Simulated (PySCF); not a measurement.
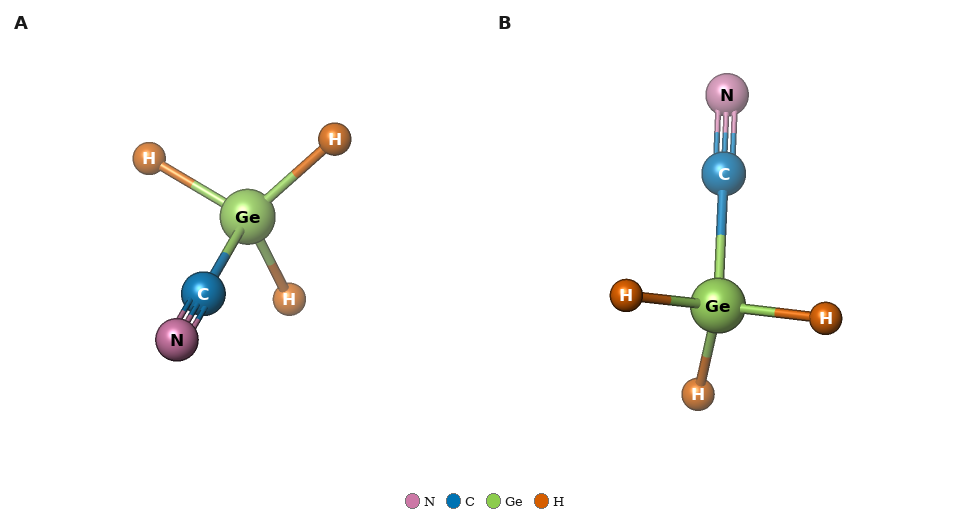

Depth is shown by fading: the farther an atom, the more it takes the colour of the background. The computed structure is the end point of a PBE0-D3(BJ)/def2-TZVP optimisation. No frequency run is at hand to confirm it as a minimum.

Are A and B the same structure? If not, how do they differ?

Answer. Yes. They are the same structure, CH3GeN (N#[C][GeH3]), seen from two directions. With point group C3v it is achiral, so its mirror image would be the same too.
